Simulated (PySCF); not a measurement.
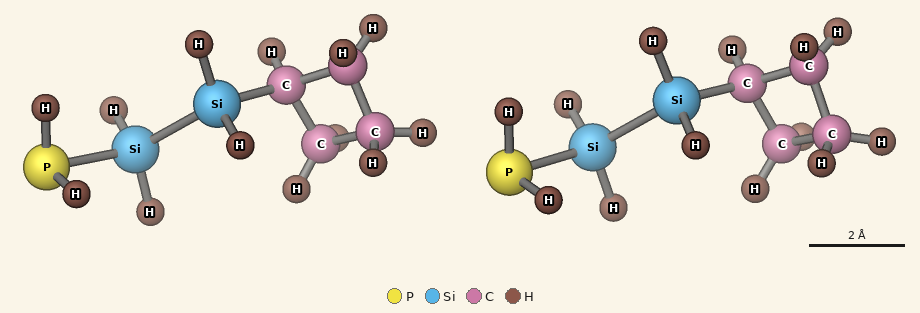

Two geometries of C4H13PSi2, drawn at one scale. One is the start of a relaxation, the other its converged end. The picture is a ball-and-stick view, seen from a free direction.

These are results of PySCF, PBE0-D3(BJ)/def2-SVP geometry optimisation, gas phase, not measurements. 

### Which of the two is the end point?

The right one is the relaxed one. The start comes from GFN2-xTB. The energy falls by 4.30 kcal/mol in 11 geometry steps. Largest force component: 1.1 eV/Å at the start, 0.014 eV/Å at the end. The largest move after the best rigid fit is that of an H atom, 0.30 Å. By element the largest moves are H 0.30 Å, P 0.19 Å, C 0.13 Å, Si 0.12 Å. Near-neighbour distances that change, for instance: H–P 1.381 → 1.430 Å, P–Si 2.239 → 2.273 Å, H–Si 1.474 → 1.499 Å, Si–Si 2.328 → 2.344 Å. Among the angles between lasting bonds that change: Si–Si–H 112.8° → 107.3°, Si–Si–H 113.7° → 108.6°, Si–Si–H 114.6° → 110.8°.
